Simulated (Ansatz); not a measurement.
# SnH2F (SMILES [F][SnH2]): UMP2/STO-3G

What is the energy change on altering one bond length of SnH2F at UMP2/STO-3G? 

The calculation is run with Ansatz 0.2.0.

59 further runs of the same task are left out: 7 that didn't finish, 52 set aside as unsound or not needed.

## (1) The molecule

SnH2F: 4 atoms, total charge 0, spin state doublet. SMILES: `[F][SnH2]`. The coordinates come from a PBE0-D4/def2-TZVP relaxation.

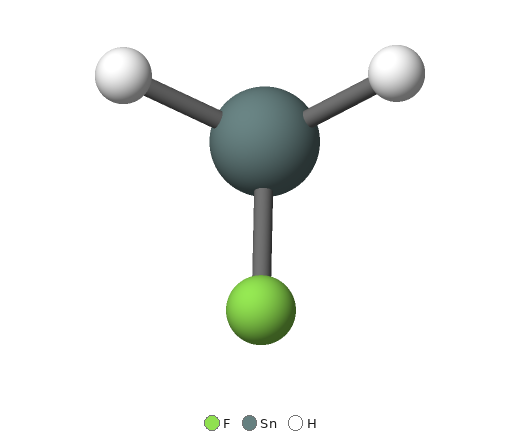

Viewed from a chosen angle; fluorine green, tin teal, hydrogen white.

## (2) A single-point energy at UMP2/STO-3G

File job.yaml:

```yaml
crystal:
  periodic: [false, false, false]
  atoms:
    - {symbol: F, position_ang: [-1.552600, -0.190000, 0.640700]}
    - {symbol: Sn, position_ang: [0.028300, -0.242200, -0.468300]}
    - {symbol: H, position_ang: [1.184100, -1.054400, 0.524100]}
    - {symbol: H, position_ang: [0.395700, 1.426200, -0.716700]}
basis:
  gaussian:
    orbitals: STO-3G
magnetization:
  spin_polarized: true
  initial_magnetization: 1
correlation:
  method: mp2
  frozen_orbitals: {F: 1, H: 0, Sn: 18}
accuracy: high
```

On the command line:

```bash
$ ansatz run job.yaml --threads 1 --pin off --max-ram 2610MiB --events-out events.jsonl --progress --plain --runs-dir runs
```

What it wrote:

```text
Warning: RAYON_NUM_THREADS=1 ignored (pool sized by the plan → 1); use --threads N
Functional definition: HF
  name "HF"
  exchange = exact_x
  correlation = 0
612 factors; integrals over basis functions are off by at most 4.8e-9 eV
mean field evaluation 1: about -164965.8377 eV, gradient 1.1e1 eV
mean field evaluation 2: about -164965.8818 eV, gradient 1.1e1 eV
mean field evaluation 4: about -164967.6375 eV, gradient 1.3e0 eV
mean field evaluation 8: about -164967.6922 eV, gradient 1.7e-3 eV
mean field -164967.68679183 eV, -6062.4506704855 hartree, gradient 1.3e-8 eV, S^2 0.753011; 0 other end points of the search recorded, 0 dependent functions left out
19 core orbitals not correlated: weight in the atoms' cores, before any rotation towards them, 1.000 or more for the frozen orbitals, at most 0.000 for the correlated occupied ones
reference -164967.68679183 eV, -6062.4506704855 hartree; 12, 11 occupied and 3, 4 virtual orbitals, 612 factors
second order -1.26438467 eV of doubles, -0.00000000 eV of singles
Total energy: -164968.95117650 eV, -6062.4971357651 hartree
```

Run time: 0.6 s. Hardware: 1 thread of Arm Neoverse V2, shared host; peak memory 0.1 GiB.

## (3) The distorted shape at the same level

File run.yaml:

```yaml
crystal:
  periodic: [false, false, false]
  atoms:
    - {symbol: F, position_ang: [-1.644445, -0.607078, 0.702797]}
    - {symbol: Sn, position_ang: [-0.063545, -0.659278, -0.406203]}
    - {symbol: H, position_ang: [1.092255, -1.471478, 0.586197]}
    - {symbol: H, position_ang: [0.395700, 1.426200, -0.716700]}
basis:
  gaussian:
    orbitals: STO-3G
correlation:
  method: mp2
  frozen_orbitals: {F: 1, H: 0, Sn: 18}
magnetization:
  spin_polarized: true
  initial_magnetization: 1
accuracy: high
```

On the command line:

```bash
$ ansatz run run.yaml --threads 1 --pin off --max-ram 2610MiB --events-out events.jsonl --progress --plain --runs-dir runs
```

What it wrote:

```text
Warning: RAYON_NUM_THREADS=1 ignored (pool sized by the plan → 1); use --threads N
[... 4 set-up lines as earlier in the session ...]
612 factors; integrals over basis functions are off by at most 4.8e-9 eV
mean field evaluation 1: about -164963.9983 eV, gradient 1.2e1 eV
mean field evaluation 2: about -164964.0418 eV, gradient 1.2e1 eV
mean field evaluation 4: about -164966.0388 eV, gradient 1.5e0 eV
mean field evaluation 8: about -164966.1078 eV, gradient 1.2e-2 eV
mean field evaluation 16: about -164963.5217 eV, gradient 9.3e0 eV
mean field -164966.10176833 eV, -6062.3924219462 hartree, gradient 7.3e-8 eV, S^2 0.786044; 2 other end points of the search recorded, 0 dependent functions left out
19 core orbitals not correlated: weight in the atoms' cores, before any rotation towards them, 1.000 or more for the frozen orbitals, at most 0.000 for the correlated occupied ones
reference -164966.10176833 eV, -6062.3924219462 hartree; 12, 11 occupied and 3, 4 virtual orbitals, 612 factors
second order -1.42976546 eV of doubles, -0.00000000 eV of singles
Total energy: -164967.53153379 eV, -6062.4449648579 hartree
```

Run time: 0.72 s. Hardware: 1 thread of Arm Neoverse V2, shared host; peak memory 0.1 GiB.

## (4) Results

At UMP2/STO-3G, 19 core orbitals frozen:

| quantity | value |
| --- | --- |
| first shape: total energy | -6062.49714 Eh |
| first shape: correlation energy (19 core orbitals frozen) | -46.5 mEh |
| first shape: ⟨S²⟩ of the reference determinant | 0.753 |
| distorted shape: total energy | -6062.44496 Eh |
| distorted shape: correlation energy (19 core orbitals frozen) | -52.5 mEh |
| distorted shape: ⟨S²⟩ of the reference determinant | 0.786 |
| energy change with the Sn2–H4 bond stretched from 1.726 to 2.158 Å | 1.420 eV |

With the Sn2–H4 bond stretched from 1.726 to 2.158 Å the energy rises by 1.42 eV (33 kcal/mol). The first shape isn't relaxed at this level, so the change isn't measured from a minimum. The minimal basis adds a large error of its own. Relativity is left out (first shape) although the molecule holds a heavy atom. Relativity is left out (distorted shape) although the molecule holds a heavy atom.
